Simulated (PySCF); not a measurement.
# CAM-B3LYP/aug-cc-pVTZ run of Cl2 (chlorine)

Aim: the energy change on altering one bond length of Cl2 (chlorine) at CAM-B3LYP/aug-cc-pVTZ, from 2 runs. 

The calculation is run with PySCF 2.14.0.

2 further runs of the same task are left out: 2 set aside as unsound or not needed.

## 1. The structure to begin with

Cl2 has 2 atoms, charge 0, and is taken as a singlet. SMILES: `ClCl`. The coordinates come from a PBE0-D4/def2-TZVP relaxation.

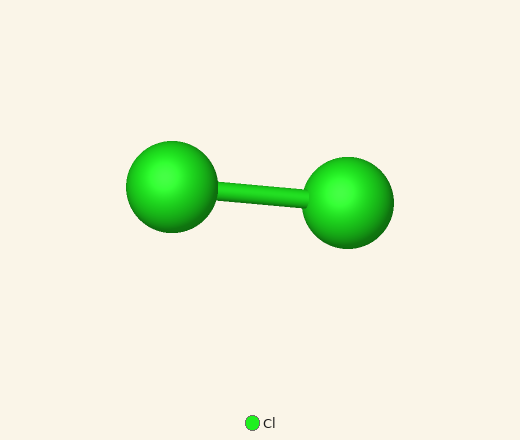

Viewed from a chosen angle; chlorine green.

## 2. The energy at CAM-B3LYP/aug-cc-pVTZ

run.py reads:

```python
from pyscf import gto, dft

system = gto.M(
    atom='''
Cl       0.845690      -0.281600       0.433600
Cl      -0.845690       0.281600      -0.433600
''',
    max_memory=1860,
    basis='aug-cc-pvtz',
    charge=0,
    verbose=4,
)

ks = dft.RKS(system)
ks.xc = 'cam-b3lyp'
ks.conv_tol = 1e-10
ks.grids.level = 5
ks.kernel()
if not ks.converged:
    ks = ks.newton().run(ks.mo_coeff, ks.mo_occ)

etot = ks.e_tot
print('Final energy', etot)
```

Command:

```sh
OMP_NUM_THREADS=1 python run.py
```

What it wrote:

```text
PySCF version 2.14.0

[INPUT] num. atoms = 2
[INPUT] num. electrons = 34
[INPUT] charge = 0
[INPUT] spin (= nelec alpha-beta = 2S) = 0
[INPUT] symmetry False subgroup None
[INPUT] Mole.unit = angstrom
[INPUT] Symbol           X                Y                Z      unit          X                Y                Z       unit  Magmom
[INPUT]  1 Cl     0.845690000000  -0.281600000000   0.433600000000 AA    1.598122486283  -0.532146876678   0.819385247611 Bohr   0.0
[INPUT]  2 Cl    -0.845690000000   0.281600000000  -0.433600000000 AA   -1.598122486283   0.532146876678  -0.819385247611 Bohr   0.0

nuclear repulsion = 77.1441326129708
number of shells = 26
number of NR pGTOs = 150
number of NR cGTOs = 100
basis = aug-cc-pvtz
ecp = {}

******** <class 'pyscf.dft.rks.RKS'> ********
method = RKS
initial guess = minao
damping factor = 0
level_shift factor = 0
DIIS = <class 'pyscf.scf.diis.CDIIS'>
diis_start_cycle = 1
diis_space = 8
diis_damp = 0
SCF conv_tol = 1e-10
SCF conv_tol_grad = None
SCF max_cycles = 50
direct_scf = True
direct_scf_tol = 1e-13
XC library pyscf.dft.libxc version 7.0.0
    S. Lehtola, C. Steigemann, M. J.T. Oliveira, and M. A.L. Marques.,  SoftwareX 7, 1–5 (2018)
XC functionals = cam-b3lyp
    T. Yanai, D. P. Tew, and N. C. Handy.,  Chem. Phys. Lett. 393, 51 (2004)
radial grids:
    Treutler-Ahlrichs [JCP 102, 346 (1995); DOI:10.1063/1.469408] (M4) radial grids

becke partition: Becke, JCP 88, 2547 (1988); DOI:10.1063/1.454033
pruning grids: <function nwchem_prune>
grids dens level: 5
symmetrized grids: False
atomic radii adjust function: <function treutler_atomic_radii_adjust>
small_rho_cutoff = 0
Set gradient conv threshold to 1e-05
Initial guess from minao.
tot grids = 86096
init E= -920.556996096513
  HOMO = -0.339229591333858  LUMO = -0.154416285500143  gap/eV = 5.02903
cycle= 1 E= -920.423770940736  delta_E= 0.133  |g|= 0.195  |ddm|= 1.12
  HOMO = -0.38176150757266  LUMO = -0.0858024223128488  gap/eV = 8.05346
cycle= 2 E= -920.429209644385  delta_E= -0.00544  |g|= 0.132  |ddm|= 0.17
  HOMO = -0.369162402119365  LUMO = -0.0697744496012689  gap/eV = 8.14676
cycle= 3 E= -920.433248371204  delta_E= -0.00404  |g|= 0.0149  |ddm|= 0.0761
  HOMO = -0.372375903720023  LUMO = -0.0714959370475574  gap/eV = 8.18736
cycle= 4 E= -920.433314612442  delta_E= -6.62e-05  |g|= 0.00202  |ddm|= 0.00874
  HOMO = -0.37194841801058  LUMO = -0.0710345009292901  gap/eV = 8.18828
cycle= 5 E= -920.433316139814  delta_E= -1.53e-06  |g|= 0.000668  |ddm|= 0.00201
  HOMO = -0.372067533996024  LUMO = -0.0711442701393672  gap/eV = 8.18854
cycle= 6 E= -920.433316239282  delta_E= -9.95e-08  |g|= 3.27e-05  |ddm|= 0.000495
  HOMO = -0.372068410756512  LUMO = -0.0711460716728682  gap/eV = 8.18851
cycle= 7 E= -920.43331623989  delta_E= -6.09e-10  |g|= 2.08e-06  |ddm|= 5.06e-05
  HOMO = -0.372068526568627  LUMO = -0.0711460672227853  gap/eV = 8.18852
cycle= 8 E= -920.433316239896  delta_E= -5.34e-12  |g|= 1.28e-07  |ddm|= 3.81e-06
  HOMO = -0.372068563047254  LUMO = -0.0711461189605291  gap/eV = 8.18852
Extra cycle  E= -920.433316239884  delta_E= 1.18e-11  |g|= 4.61e-08  |ddm|= 1.63e-07
converged SCF energy = -920.433316239884
Final energy -920.433316239884
```

Wall time 13 s (1 thread of Arm Neoverse V1, shared host); peak memory 0.47 GiB.

## 3. The distorted shape at the same level

calc.py reads:

```python
from pyscf import gto, dft

mol = gto.Mole()
mol.atom = '''
Cl     1.099410    -0.366084     0.563687
Cl    -0.845690     0.281600    -0.433600
'''
mol.basis = 'aug-cc-pvtz'
mol.verbose = 3
mol.spin = 0
mol.max_memory = 1860
mol.build()

mf = dft.RKS(mol, xc='cam-b3lyp')
mf.grids.level = 5
mf.conv_tol = 1e-10
mf.kernel()
if not mf.converged:
    mf = mf.newton().run(mf.mo_coeff, mf.mo_occ)

energy = mf.e_tot
print('E(%s) = %.9f' % ('CAM-B3LYP', energy))
```

Command:

```sh
OMP_NUM_THREADS=1 python calc.py
```

What it wrote:

```text
converged SCF energy = -920.413852899298
E(CAM-B3LYP) = -920.413852899
```

It took 13 s on 1 thread of Arm Neoverse V1, shared host; peak memory 0.47 GiB.

## 4. Results

At CAM-B3LYP/aug-cc-pVTZ:

| quantity | value |
| --- | --- |
| first shape: total energy | -920.43332 Eh |
| first shape: dipole moment | 0.00 D |
| first shape: HOMO energy | -10.12 eV |
| first shape: LUMO energy | -1.94 eV |
| first shape: HOMO–LUMO gap | 8.19 eV |
| distorted shape: total energy | -920.41385 Eh |
| distorted shape: dipole moment | 0.00 D |
| distorted shape: HOMO energy | -10.71 eV |
| distorted shape: LUMO energy | -4.10 eV |
| distorted shape: HOMO–LUMO gap | 6.62 eV |
| energy change with the Cl1–Cl2 bond stretched from 1.982 to 2.280 Å | 0.530 eV |

With the Cl1–Cl2 bond stretched from 1.982 to 2.280 Å the energy rises by 0.53 eV (51.1 kJ/mol). The first shape isn't relaxed at this level, so the change isn't measured from a minimum.
